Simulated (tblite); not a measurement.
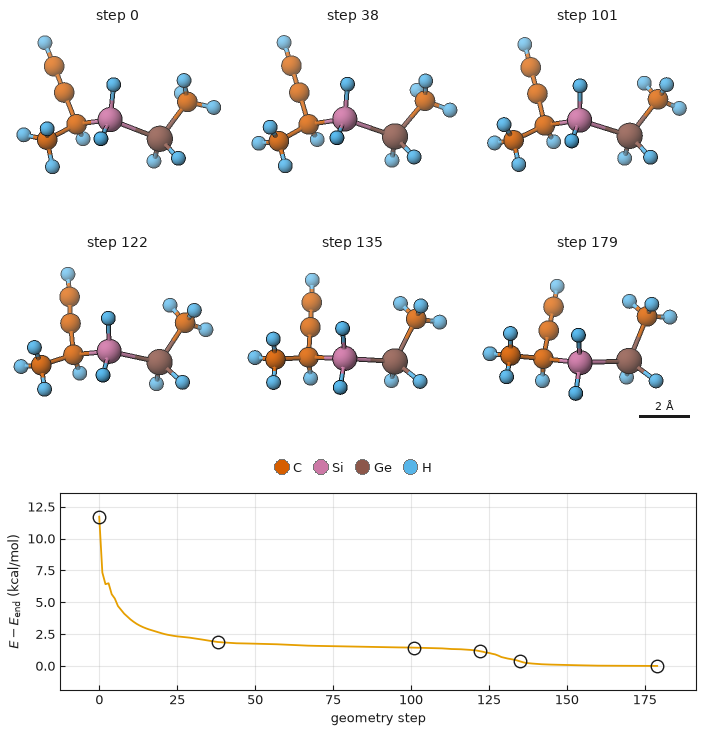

Frames of a relaxation of C₅H₁₂GeSi, marked on the history of the run. A ball-and-stick model, seen at a tilt.

Theory: GFN2-xTB geometry optimisation, gas phase (tblite 0.8.0). 

Q: What happens along the run?

A: After 179 geometry steps the energy has fallen by 11.7 kcal/mol. The largest move after the best rigid fit is that of an H atom, 1.96 Å. By element the largest moves are H 1.96 Å, C 1.38 Å, Si 0.68 Å, Ge 0.30 Å. Some distances before and after: C–Si 1.842 → 1.920 Å, Ge–H 1.570 → 1.514 Å, C–H 1.087 → 1.049 Å, C–H 1.118 → 1.087 Å. Bond angles that change, for instance: H–Ge–H 109.9° → 101.9°, Si–C–H 114.7° → 108.7°, C–C–C 104.8° → 110.7°. Groups turn about C–Si by about 55°, C–Ge by about 25°, C–C by about 20°. From step 0 to 38: an H atom moves most (0.53 Å), energy −9.84 kcal/mol. From step 38 to 101: H atoms move most (0.50 Å), energy −0.45 kcal/mol. From step 101 to 122: an H atom moves most (0.58 Å), energy −0.27 kcal/mol. From step 122 to 135: H atoms move most (0.52 Å), energy −0.81 kcal/mol. From step 135 to 179: an H atom moves most (0.50 Å), energy −0.36 kcal/mol.

```
step  E − E(0), kcal/mol
   0                0.00
   1               -4.39
   2               -5.30
   3               -5.23
   4               -6.09
   5               -6.43
   6               -7.02
   7               -7.31
   8               -7.62
   9               -7.85
  10               -8.07
  19               -9.08
  28               -9.47
  37               -9.81
  46               -9.95
  54              -10.00
  63              -10.09
  72              -10.16
  81              -10.20
  90              -10.24
  99              -10.28
 108              -10.33
 117              -10.43
 126              -10.76
 135              -11.36
 143              -11.60
 152              -11.66
 161              -11.70
 170              -11.71
 179              -11.72
```
